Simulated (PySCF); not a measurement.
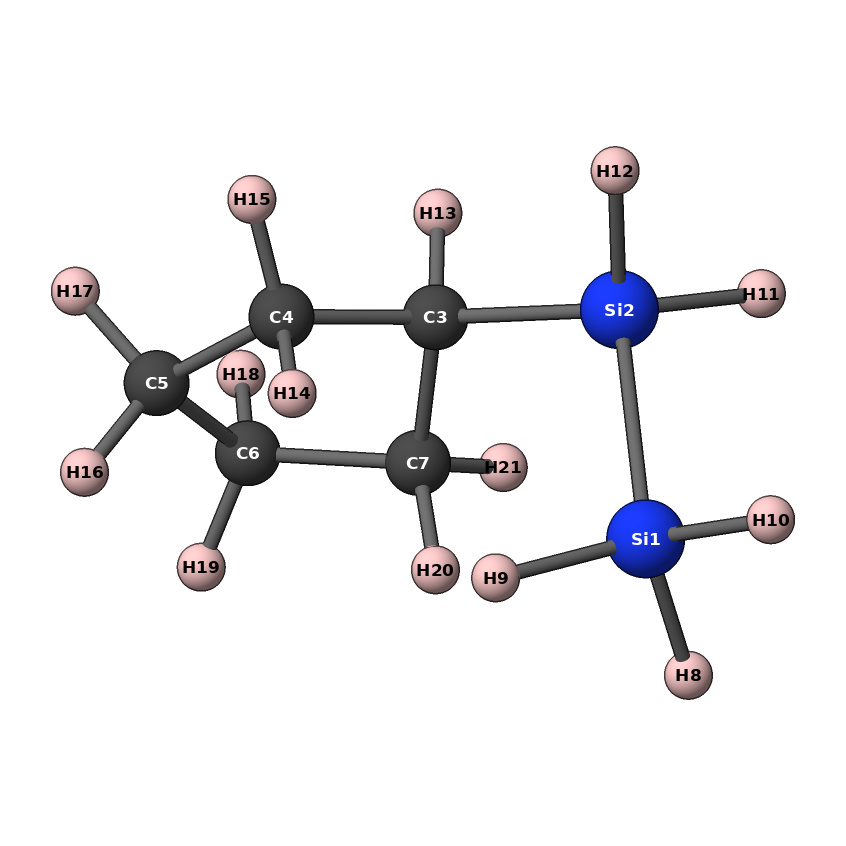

The questions are on Mulliken charges. The computed structure is the end point of a PBE0-D3(BJ)/def2-SVP optimisation. No frequency run is at hand to confirm it as a minimum. Level of theory: PBE0/pcSseg-1, gas phase (PySCF 2.14.0).

**Which atom carries the highest charge (most positive or least negative)?**

Si2 (0.35 e).

**And the lowest?**

C3 (−0.56 e).

Give the Mulliken charges atom by atom.

```csv
atom,value (e)
Si1,0.16
Si2,0.35
C3,−0.56
C4,−0.19
C5,−0.21
C6,−0.21
C7,−0.20
H8,−0.06
H9,−0.06
H10,−0.05
H11,−0.05
H12,−0.05
H13,0.15
H14,0.13
H15,0.13
H16,0.12
H17,0.12
H18,0.12
H19,0.12
H20,0.14
H21,0.13
```

Mulliken values depend strongly on the basis set and can even reverse the polarity of a bond.
